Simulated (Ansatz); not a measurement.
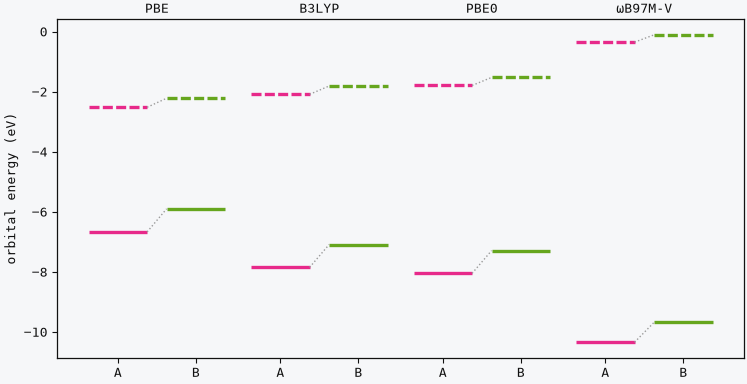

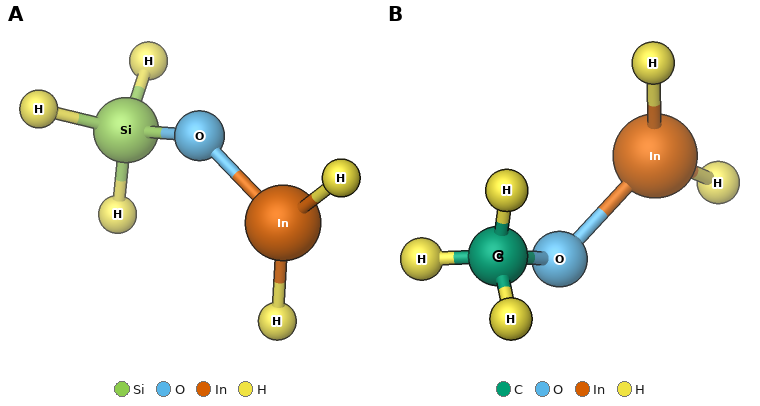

One change: A, InSiH₅O (SMILES [SiH3][O][InH2]), becomes B, CH₅InO (SMILES C[O][InH2]). SiH₃ on O is replaced by CH₃. HOMO (solid) and LUMO (dashed) computed in def2-TZVPP at PBE0-D4/def2-TZVP geometries, both minima by their frequencies, gas phase, the Ansatz code.

Q: What does the change do to HOMO and LUMO?

A: PBE: the HOMO rises by 0.77 eV, the LUMO rises by 0.30 eV, and the separation goes from 4.15 to 3.68 eV. B3LYP: the HOMO rises by 0.76 eV, the LUMO rises by 0.28 eV, and the separation goes from 5.76 to 5.28 eV. PBE0: the HOMO rises by 0.76 eV, the LUMO rises by 0.27 eV, and the separation goes from 6.26 to 5.77 eV. ωB97M-V: the HOMO rises by 0.66 eV, the LUMO rises by 0.24 eV, and the separation goes from 9.99 to 9.57 eV.

Q: Do the functionals agree on the effect?

A: They agree on the direction for both levels; the HOMO shift lies between 0.66 and 0.77 eV and the LUMO shift between 0.24 and 0.30 eV, while the separations themselves differ by up to 5.9 eV between functionals.

Known limits of this run: core potentials past krypton; spin-orbit coupling is left out, and with In it can shift these values.
